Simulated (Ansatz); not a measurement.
# AlH3+ (doublet): the correlation ladder at distance Al1–H3 = 2.125 Å, cc-pVDZ

Aim: climb from Hartree-Fock through coupled cluster and multireference methods for AlH3+ (doublet) at one geometry and basis, and see what each rung misses.

Computed with Ansatz 0.2.0, Gaussian basis. Level: cc-pVDZ, core rule «outside noble gas», up to 5 orbitals frozen.

Plan: UHF; CCSD(T) on ROHF; CCSD(T) on UHF; BCCD(T) on ROHF; CISD; CCSDT(Q) on ROHF; CCSDT(Q) on UHF; CASSCF and MRCISD+Q, 3 electrons in 3 orbitals; CASSCF and NEVPT2, 3 electrons in 3 orbitals; Full CI.

39 further runs of the same task are left out: 20 for a known fault of the program, 14 that didn't finish, 5 set aside as unsound or not needed.

**1. What is computed**

The geometry derives from a PBE0/def2-TZVP stationary point (not a proven minimum). One bond is set to the value named and the two fragments are kept rigid.

4 atoms, charge 1, spin multiplicity 2.

Atoms are counted from 1 here; the program's logs count them from 0.

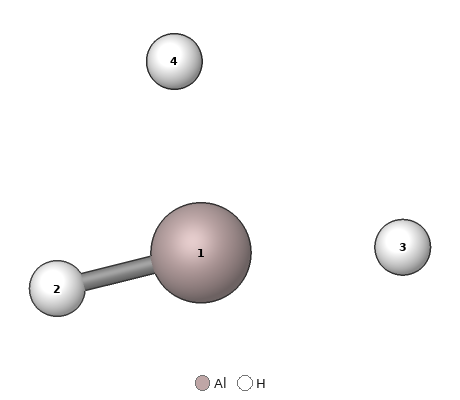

The structure; aluminium light grey, hydrogen white; atoms are numbered from 1 in the order of the file.

As a file:

```xyz
4
AlH3
Al    0.00000    0.05509   -0.01886
H     0.00000    0.22413   -1.57005
H     0.00000    0.28530    2.09364
H     0.00000   -1.98408   -0.01886
```

In the tables R marks a restricted open-shell determinant and U an unrestricted one; 'pair' is the active space of 3 electrons in 3 orbitals; energies count from the table's Hartree-Fock row.

**2. UHF**

Contents of in.yaml:

```yaml
crystal:
  periodic: [false, false, false]
  atoms:
    - {symbol: Al, position_ang: [0.000000, 0.055088, -0.018855]}
    - {symbol: H, position_ang: [0.000000, 0.224130, -1.570053]}
    - {symbol: H, position_ang: [0.000000, 0.285299, 2.093638]}
    - {symbol: H, position_ang: [0.000000, -1.984084, -0.018855]}
basis:
  gaussian: {orbitals: cc-pVDZ}
total_charge: 1
magnetization: {spin_polarized: true, initial_magnetization: 1}
hamiltonian: {xc: hf}
output: {orbitals: {seedname: orbitals}}
```

The run is started by

```sh
$ ansatz run in.yaml --threads 1 --pin off --events-out ev --progress --plain --max-ram 2393MiB
```

Log:

```text
Functional definition: HF
  name "HF"
  cite "Fock, Z. Phys. 61, 126 (1930) doi:10.1007/BF01340294"
  parent pbe
  exchange = exact_x
  correlation = 0
308 factors; integrals over basis functions are off by at most 1.6e-3 eV
mean field evaluation 1: about -6617.5474 eV, gradient 6.5e0 eV
mean field evaluation 2: about -6617.5476 eV, gradient 6.5e0 eV
mean field evaluation 4: about -6618.5765 eV, gradient 1.6e0 eV
mean field evaluation 8: about -6618.7035 eV, gradient 2.5e-1 eV
mean field -6618.71272526 eV, -243.2332063288 hartree, gradient 3.1e-5 eV, S^2 0.979333; 0 other end points of the search recorded, 0 dependent functions left out
reference -6618.71272526 eV, -243.2332063288 hartree; 8, 7 occupied and 25, 26 virtual orbitals, 308 factors
Total energy: -6618.71272526 eV, -243.2332063288 hartree
```

It took 0.18 s on 1 thread of Arm Neoverse V1, shared host.

From the report: ⟨S²⟩ of the determinant 0.979 (pure doublet: 0.75).

**3. CCSD(T) on ROHF**

in.yaml: that of step 2 with these lines changed.

```diff
@@ -10,4 +10,3 @@
 total_charge: 1
-magnetization: {spin_polarized: true, initial_magnetization: 1}
-hamiltonian: {xc: hf}
-output: {orbitals: {seedname: orbitals}}
+magnetization: {spin_polarized: false, initial_magnetization: 1}
+correlation: {method: ccsd_t, electrons: outside_noble_gas}
```

Launched as before.

Log (excerpt; [...] marks lines left out):

```text
Functional definition: HF
  name "HF"
  cite "Fock, Z. Phys. 61, 126 (1930) doi:10.1007/BF01340294"
  parent pbe
[...]
308 factors; integrals over basis functions are off by at most 1.6e-3 eV
[...]
mean field -6618.55887037 eV, -243.2275522658 hartree, gradient 4.9e-6 eV, S^2 0.750000; 1 other end points of the search recorded, 0 dependent functions left out
[...]
5 core orbitals not correlated: weight in the atoms' cores, before any rotation towards them, 1.000 or more for the frozen orbitals, at most 0.000 for the correlated occupied ones
reference -6618.55887037 eV, -243.2275522658 hartree; 3, 2 occupied and 25, 26 virtual orbitals, 308 factors
second order -1.54925748 eV of doubles, -0.01565167 eV of singles
cycle   1  -1.95494531 eV  change   -3.9e-1 eV  update   6.7e-2
[...]
cycle  15  -2.24415331 eV  change   -4.4e-6 eV  update   5.3e-6
perturbative correction -0.04358235 eV, -0.0016016218 hartree
Total energy: -6620.84660603 eV, -243.3116250007 hartree
```

It took 0.57 s on 1 thread of Arm Neoverse V1, shared host.

From the report: correlation -2.2877 eV; T1 0.045; largest double amplitude 0.13.

**4. CCSD(T) on UHF**

in.yaml: that of step 3 with these lines changed.

```diff
@@ -10,3 +10,3 @@
 total_charge: 1
-magnetization: {spin_polarized: false, initial_magnetization: 1}
+magnetization: {spin_polarized: true, initial_magnetization: 1}
 correlation: {method: ccsd_t, electrons: outside_noble_gas}
```

Launched as before.

Log (excerpt; [...] marks lines left out):

```text
Functional definition: HF
  name "HF"
  cite "Fock, Z. Phys. 61, 126 (1930) doi:10.1007/BF01340294"
  parent pbe
[...]
308 factors; integrals over basis functions are off by at most 1.6e-3 eV
[...]
mean field -6618.71272526 eV, -243.2332063288 hartree, gradient 1.4e-6 eV, S^2 0.979331; 1 other end points of the search recorded, 0 dependent functions left out
determinant -6618.71272526 eV, -243.2332063288 hartree, with singles and doubles -6620.81247249 eV, -243.3103706163 hartree
determinant -6616.60329412 eV, -243.1556861642 hartree, with singles and doubles -6618.93356709 eV, -243.2413221161 hartree
5 core orbitals not correlated: weight in the atoms' cores, before any rotation towards them, 1.000 or more for the frozen orbitals, at most 0.000 for the correlated occupied ones
reference -6618.71272526 eV, -243.2332063288 hartree; 3, 2 occupied and 25, 26 virtual orbitals, 308 factors
second order -1.30821482 eV of doubles, -0.00000000 eV of singles
cycle   1  -2.07464286 eV  change   -9.1e-2 eV  update   2.3e-2
[...]
cycle  13  -2.09345354 eV  change    1.0e-6 eV  update   5.8e-6
perturbative correction -0.04076011 eV, -0.0014979064 hartree
Total energy: -6620.84693891 eV, -243.3116372336 hartree
```

Run time: 0.63 s. Hardware: 1 thread of Arm Neoverse V1, shared host.

From the report: ⟨S²⟩ of the determinant 0.979 (pure doublet: 0.75); correlation -2.1342 eV; T1 0.071; largest double amplitude 0.14.

**5. BCCD(T) on ROHF**

in.yaml: that of step 4 with these lines changed.

```diff
@@ -10,3 +10,3 @@
 total_charge: 1
-magnetization: {spin_polarized: true, initial_magnetization: 1}
-correlation: {method: ccsd_t, electrons: outside_noble_gas}
+magnetization: {spin_polarized: false, initial_magnetization: 1}
+correlation: {method: bccd_t, electrons: outside_noble_gas}
```

The command is unchanged.

Log (excerpt; [...] marks lines left out):

```text
Functional definition: HF
  name "HF"
  cite "Fock, Z. Phys. 61, 126 (1930) doi:10.1007/BF01340294"
  parent pbe
[...]
308 factors; integrals over basis functions are off by at most 1.6e-3 eV
[...]
mean field -6618.55887037 eV, -243.2275522658 hartree, gradient 4.9e-6 eV, S^2 0.750000; 1 other end points of the search recorded, 0 dependent functions left out
[...]
5 core orbitals not correlated: weight in the atoms' cores, before any rotation towards them, 1.000 or more for the frozen orbitals, at most 0.000 for the correlated occupied ones
reference -6618.55887037 eV, -243.2275522658 hartree; 3, 2 occupied and 25, 26 virtual orbitals, 308 factors
second order -1.54925748 eV of doubles, -0.01565167 eV of singles
cycle   1  -1.97097971 eV  change   -4.1e-1 eV  update   6.8e-2
[...]
cycle  16  -2.24758283 eV  change   -1.0e-6 eV  update   3.8e-6
perturbative correction -0.04326425 eV, -0.0015899320 hartree
Total energy: -6620.84971746 eV, -243.3117393434 hartree
```

It took 0.75 s on 1 thread of Arm Neoverse V1, shared host.

From the report: correlation -2.2908 eV; largest double amplitude 0.13.

**6. CISD**

in.yaml: that of step 5 with these lines changed.

```diff
@@ -11,2 +11,2 @@
 magnetization: {spin_polarized: false, initial_magnetization: 1}
-correlation: {method: bccd_t, electrons: outside_noble_gas}
+correlation: {active_space: {ras: {orbitals: [2, 1, 25], electrons: 5, max_holes: 2, max_particles: 2}, fixed_orbitals: true}}
```

The command is unchanged.

Log:

```text
Functional definition: HF
  name "HF"
  cite "Fock, Z. Phys. 61, 126 (1930) doi:10.1007/BF01340294"
  parent pbe
  exchange = exact_x
  correlation = 0
308 factors; integrals over basis functions are off by at most 1.6e-3 eV
mean field evaluation 1: about -6617.4920 eV, gradient 7.3e0 eV
mean field evaluation 2: about -6617.4922 eV, gradient 7.3e0 eV
mean field evaluation 4: about -6618.4494 eV, gradient 1.9e0 eV
mean field evaluation 8: about -6618.5589 eV, gradient 5.1e-3 eV
mean field evaluation 16: about -6617.5461 eV, gradient 9.7e-2 eV
mean field evaluation 32: about -6617.5448 eV, gradient 1.0e-1 eV
mean field -6618.55887037 eV, -243.2275522658 hartree, gradient 4.9e-6 eV, S^2 0.750000; 1 other end points of the search recorded, 0 dependent functions left out
reference -6618.55887037 eV, -243.2275522658 hartree; 8, 7 occupied and 25, 26 virtual orbitals, 308 factors
state -6620.73318580 eV, -243.3074568839 hartree
Total energy: -6620.73318580 eV, -243.3074568839 hartree
```

It took 0.45 s on 1 thread of Arm Neoverse V1, shared host.

From the report: 4,222 determinants.

**7. CCSDT(Q) on ROHF**

in.yaml: that of step 6 with these lines changed.

```diff
@@ -11,2 +11,2 @@
 magnetization: {spin_polarized: false, initial_magnetization: 1}
-correlation: {active_space: {ras: {orbitals: [2, 1, 25], electrons: 5, max_holes: 2, max_particles: 2}, fixed_orbitals: true}}
+correlation: {method: ccsdt_q, electrons: outside_noble_gas}
```

The command is unchanged.

Log (excerpt; [...] marks lines left out):

```text
Functional definition: HF
  name "HF"
  cite "Fock, Z. Phys. 61, 126 (1930) doi:10.1007/BF01340294"
  parent pbe
[...]
599 factors; integrals over basis functions are off by at most 2.4e-7 eV
[...]
mean field -6618.55888174 eV, -243.2275526837 hartree, gradient 5.3e-6 eV, S^2 0.750000; 1 other end points of the search recorded, 0 dependent functions left out
[...]
5 core orbitals not correlated: weight in the atoms' cores, before any rotation towards them, 1.000 or more for the frozen orbitals, at most 0.000 for the correlated occupied ones
reference -6618.55888174 eV, -243.2275526837 hartree; 3, 2 occupied and 25, 26 virtual orbitals, 599 factors
second order -1.54930864 eV of doubles, -0.01565172 eV of singles
cycle   1  -1.95495926 eV  change   -3.9e-1 eV  update   6.9e-2
[...]
cycle  22  -2.31125965 eV  change    1.1e-7 eV  update   5.2e-7
perturbative correction -0.00172429 eV, -0.0000633664 hartree
Total energy: -6620.87186568 eV, -243.3125532756 hartree
```

Run time: 4.1 s. Hardware: 1 thread of Arm Neoverse V1, shared host.

From the report: correlation -2.3130 eV; T1 0.051; largest double amplitude 0.14.

**8. CCSDT(Q) on UHF**

in.yaml: that of step 7 with these lines changed.

```diff
@@ -10,3 +10,3 @@
 total_charge: 1
-magnetization: {spin_polarized: false, initial_magnetization: 1}
+magnetization: {spin_polarized: true, initial_magnetization: 1}
 correlation: {method: ccsdt_q, electrons: outside_noble_gas}
```

Same command.

Log (excerpt; [...] marks lines left out):

```text
Functional definition: HF
  name "HF"
  cite "Fock, Z. Phys. 61, 126 (1930) doi:10.1007/BF01340294"
  parent pbe
[...]
599 factors; integrals over basis functions are off by at most 2.4e-7 eV
[...]
mean field -6618.71273889 eV, -243.2332068297 hartree, gradient 1.2e-6 eV, S^2 0.979335; 1 other end points of the search recorded, 0 dependent functions left out
determinant -6618.71273889 eV, -243.2332068297 hartree, with singles and doubles -6620.81250976 eV, -243.3103719859 hartree
determinant -6616.60331567 eV, -243.1556869560 hartree, with singles and doubles -6618.93359974 eV, -243.2413233160 hartree
5 core orbitals not correlated: weight in the atoms' cores, before any rotation towards them, 1.000 or more for the frozen orbitals, at most 0.000 for the correlated occupied ones
reference -6618.71273889 eV, -243.2332068297 hartree; 3, 2 occupied and 25, 26 virtual orbitals, 599 factors
second order -1.30825342 eV of doubles, -0.00000000 eV of singles
cycle   1  -1.65646150 eV  change   -3.5e-1 eV  update   6.9e-2
[...]
cycle  23  -2.15732734 eV  change   -6.7e-8 eV  update   2.3e-7
perturbative correction -0.00175522 eV, -0.0000645032 hartree
Total energy: -6620.87182146 eV, -243.3125516504 hartree
```

Run time: 4.1 s. Hardware: 1 thread of Arm Neoverse V1, shared host.

From the report: ⟨S²⟩ of the determinant 0.979 (pure doublet: 0.75); correlation -2.1591 eV; T1 0.074; largest double amplitude 0.15.

**9. CASSCF and MRCISD+Q, 3 electrons in 3 orbitals**

in.yaml: that of step 8 with these lines changed.

```diff
@@ -10,3 +10,3 @@
 total_charge: 1
-magnetization: {spin_polarized: true, initial_magnetization: 1}
-correlation: {method: ccsdt_q, electrons: outside_noble_gas}
+magnetization: {spin_polarized: false, initial_magnetization: 1}
+correlation: {method: fic_mrcisd_q, electrons: outside_noble_gas, active_space: {window: {electrons: 3, orbitals: 3}}}
```

Launched as before.

Log (excerpt; [...] marks lines left out):

```text
Functional definition: HF
  name "HF"
  cite "Fock, Z. Phys. 61, 126 (1930) doi:10.1007/BF01340294"
  parent pbe
[...]
308 factors; integrals over basis functions are off by at most 1.6e-3 eV
[...]
mean field -6618.55887037 eV, -243.2275522658 hartree, gradient 4.9e-6 eV, S^2 0.750000; 1 other end points of the search recorded, 0 dependent functions left out
reference -6618.55887037 eV, -243.2275522658 hartree; 8, 7 occupied and 25, 26 virtual orbitals, 308 factors
state -6619.38554977 eV, -243.2579321732 hartree
contracted CI cycle   1: correlation 0.00000000 eV, 0.0000000000 hartree, residual 8.05e0 eV
contracted CI cycle   2: correlation -1.32766842 eV, -0.0487909143 hartree, residual 1.63e0 eV
contracted CI cycle   3: correlation -1.39502800 eV, -0.0512663334 hartree, residual 6.21e-1 eV
contracted CI cycle   4: correlation -1.40724051 eV, -0.0517151351 hartree, residual 2.92e-1 eV
contracted CI cycle   5: correlation -1.41009754 eV, -0.0518201286 hartree, residual 1.19e-1 eV
contracted CI cycle   6: correlation -1.41052889 eV, -0.0518359805 hartree, residual 4.84e-2 eV
contracted CI cycle   7: correlation -1.41059691 eV, -0.0518384803 hartree, residual 1.88e-2 eV
contracted CI cycle   8: correlation -1.41060652 eV, -0.0518388335 hartree, residual 8.65e-3 eV
contracted CI cycle   9: correlation -1.41060849 eV, -0.0518389058 hartree, residual 3.71e-3 eV
contracted CI cycle  10: correlation -1.41060884 eV, -0.0518389189 hartree, residual 1.47e-3 eV
contracted CI cycle  11: correlation -1.41060889 eV, -0.0518389207 hartree, residual 4.61e-4 eV
state -6619.38554977 eV, -243.2579321732 hartree; corrected -6620.86264545 eV, -243.3122144383 hartree
Total energy: -6620.86264545 eV, -243.3122144383 hartree
```

Wall time 0.54 s (1 thread of Arm Neoverse V1, shared host).

From the report: 9 determinants; active occupations 1.90, 1.00, 0.10.

**10. CASSCF and NEVPT2, 3 electrons in 3 orbitals**

in.yaml: that of step 9 with these lines changed.

```diff
@@ -11,2 +11,2 @@
 magnetization: {spin_polarized: false, initial_magnetization: 1}
-correlation: {method: fic_mrcisd_q, electrons: outside_noble_gas, active_space: {window: {electrons: 3, orbitals: 3}}}
+correlation: {method: sc_nevpt2, electrons: outside_noble_gas, active_space: {window: {electrons: 3, orbitals: 3}}}
```

Launched as before.

Log:

```text
Functional definition: HF
  name "HF"
  cite "Fock, Z. Phys. 61, 126 (1930) doi:10.1007/BF01340294"
  parent pbe
  exchange = exact_x
  correlation = 0
308 factors; integrals over basis functions are off by at most 1.6e-3 eV
mean field evaluation 1: about -6617.4920 eV, gradient 7.3e0 eV
mean field evaluation 2: about -6617.4922 eV, gradient 7.3e0 eV
mean field evaluation 4: about -6618.4494 eV, gradient 1.9e0 eV
mean field evaluation 8: about -6618.5589 eV, gradient 5.1e-3 eV
mean field evaluation 16: about -6617.5461 eV, gradient 9.7e-2 eV
mean field evaluation 32: about -6617.5448 eV, gradient 1.0e-1 eV
mean field -6618.55887037 eV, -243.2275522658 hartree, gradient 4.9e-6 eV, S^2 0.750000; 1 other end points of the search recorded, 0 dependent functions left out
reference -6618.55887037 eV, -243.2275522658 hartree; 8, 7 occupied and 25, 26 virtual orbitals, 308 factors
state -6619.38554977 eV, -243.2579321732 hartree
state -6619.38554977 eV, -243.2579321732 hartree; corrected -6620.37823355 eV, -243.2944126295 hartree
Total energy: -6620.37823355 eV, -243.2944126295 hartree
```

It took 0.42 s on 1 thread of Arm Neoverse V1, shared host.

From the report: 9 determinants; active occupations 1.90, 1.00, 0.10.

**11. Full CI**

in.yaml: that of step 10 with these lines changed.

```diff
@@ -11,2 +11,2 @@
 magnetization: {spin_polarized: false, initial_magnetization: 1}
-correlation: {method: sc_nevpt2, electrons: outside_noble_gas, active_space: {window: {electrons: 3, orbitals: 3}}}
+correlation: {method: fci, electrons: outside_noble_gas}
```

Same command.

Log:

```text
Functional definition: HF
  name "HF"
  cite "Fock, Z. Phys. 61, 126 (1930) doi:10.1007/BF01340294"
  parent pbe
  exchange = exact_x
  correlation = 0
599 factors; integrals over basis functions are off by at most 2.4e-7 eV
mean field evaluation 1: about -6617.4921 eV, gradient 7.3e0 eV
mean field evaluation 2: about -6617.4922 eV, gradient 7.3e0 eV
mean field evaluation 4: about -6618.4495 eV, gradient 1.9e0 eV
mean field evaluation 8: about -6618.5589 eV, gradient 5.1e-3 eV
mean field evaluation 16: about -6617.5462 eV, gradient 9.7e-2 eV
mean field evaluation 32: about -6617.5448 eV, gradient 1.0e-1 eV
mean field -6618.55888174 eV, -243.2275526837 hartree, gradient 5.3e-6 eV, S^2 0.750000; 1 other end points of the search recorded, 0 dependent functions left out
5 core orbitals not correlated: weight in the atoms' cores, before any rotation towards them, 1.000 or more for the frozen orbitals, at most 0.000 for the correlated occupied ones
reference -6618.55888174 eV, -243.2275526837 hartree; 3, 2 occupied and 25, 26 virtual orbitals, 599 factors
state -6620.87278216 eV, -243.3125869556 hartree
Total energy: -6620.87278216 eV, -243.3125869556 hartree
```

It took 3.6 s on 1 thread of Arm Neoverse V1, shared host.

From the report: 630,336 determinants, symmetry A'.

**12. Natural occupations**

Natural occupations of the FCI state about the gap (report; correlated orbitals 1 to 10): 1.946, 1.871, 1.004, 0.102, 0.021, 0.015, 0.011, 0.007, 0.006, 0.005. The count of effectively unpaired electrons, Σ n²(2 − n)², is 1.11; a single determinant of this spin has 1.

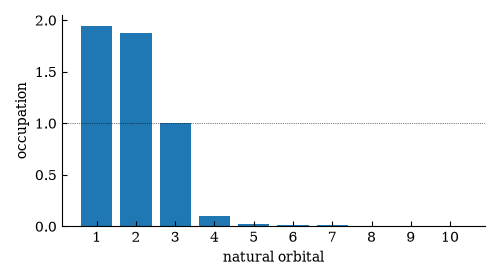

Natural occupations of the FCI state.

**13. The ladder**

The yardstick is full CI for this spin, exact in this basis with these frozen cores. Rows without a time come out of other runs: HF, MP2 and CCSD of CCSD(T), CCSDT of CCSDT(Q), CASSCF and MRCISD of the multireference runs.

Differences are taken before rounding.

| method | energy from the lowest RHF (kJ/mol) | from FCI (kJ/mol) | time |
| --- | --- | --- | --- |
| RHF | 0.0 | +223.3 |  |
| UHF | -14.8 | +208.4 |  |
| RMP2 | -151.0 | +72.3 |  |
| UMP2 | -141.1 | +82.2 |  |
| CISD | -209.8 | +13.5 | 0.45 s |
| RCCSD | -216.5 | +6.7 |  |
| UCCSD | -216.8 | +6.4 |  |
| RCCSD(T) | -220.7 | +2.5 | 0.57 s |
| UCCSD(T) | -220.8 | +2.5 | 0.63 s |
| BCCD(T) | -221.0 | +2.2 | 0.75 s |
| RCCSDT | -223.0 | +0.3 |  |
| UCCSDT | -223.0 | +0.3 |  |
| RCCSDT(Q) | -223.2 | +0.1 | 4.1 s |
| UCCSDT(Q) | -223.2 | +0.1 | 4.1 s |
| CASSCF pair | -79.8 | +143.5 |  |
| NEVPT2 pair | -175.5 | +47.7 | 0.42 s |
| MRCISD pair | -215.9 | +7.4 |  |
| MRCISD+Q pair | -222.3 | +1.0 | 0.54 s |
| FCI | -223.3 | 0 | 3.6 s |

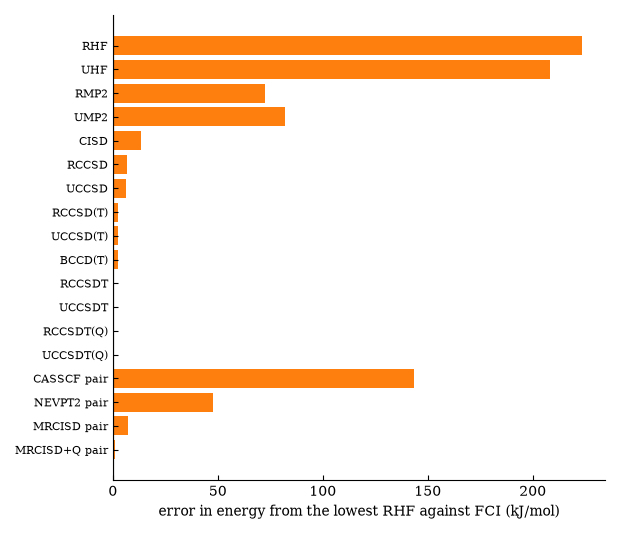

Deviations from FCI, method by method.

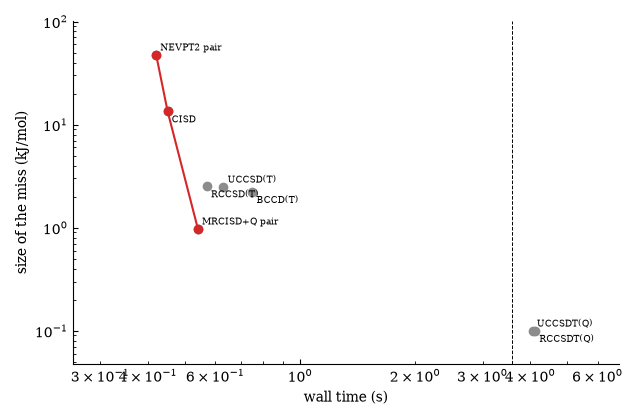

Miss against cost. Red marks the levels that no quicker level drawn beats (of those quicker than the yardstick), and the dashed line is the time of FCI. Misses under 0.1 kJ/mol are drawn at that value. Times are from a shared host. Runs this short are mostly start-up, so their order is noise.

**14. Outcome**

| quantity | value |
| --- | --- |
| FCI below the RHF energy | -2.3139 eV |
| RMP2 from FCI | +72.3 kJ/mol |
| UMP2 from FCI | +82.2 kJ/mol |
| RCCSD from FCI | +6.7 kJ/mol |
| RCCSD(T) from FCI | +2.5 kJ/mol |
| UCCSD(T) from FCI | +2.5 kJ/mol |
| RCCSDT(Q) from FCI | +0.1 kJ/mol |
| UCCSDT(Q) from FCI | +0.1 kJ/mol |
| NEVPT2 pair from FCI | +47.7 kJ/mol |
| MRCISD+Q pair from FCI | +1.0 kJ/mol |
| levels within 1 kcal/mol (43 meV) | RCCSD(T), UCCSD(T), BCCD(T), RCCSDT, UCCSDT, RCCSDT(Q), UCCSDT(Q), MRCISD+Q pair |
| T1 diagnostic | 0.045 |
| effectively unpaired electrons | 1.11 |

What this shows: RCCSD(T) lands +2.5 kJ/mol from the yardstick (1.1 % of the correlation energy). The occupations are near whole numbers, but T1 = 0.045 shows that the orbitals relax strongly. Of the multireference levels listed MRCISD+Q pair comes nearest in total energy (+1.0 kJ/mol), which doesn't show that its space is the better one. These misses are within one basis, not against nature; the frozen cores of restricted and unrestricted runs differ, which can shift their rows.
